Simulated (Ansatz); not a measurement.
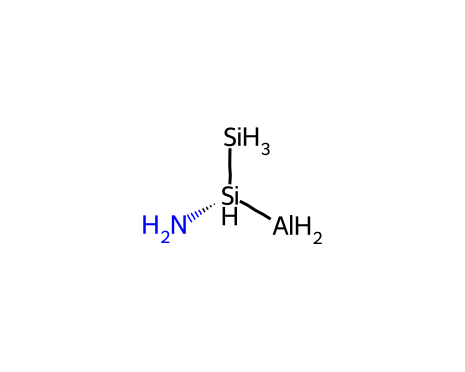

(Drawn from a calculation with Ansatz.)

2D structure.

**Give its SMILES.**

N[Si@@H]([AlH2])[SiH3]

**Give the formula, hydrogens included.**

AlH8NSi2.

**An optimisation with PBE-D4/def2-SVP gave a structure of which point group?**

C1.
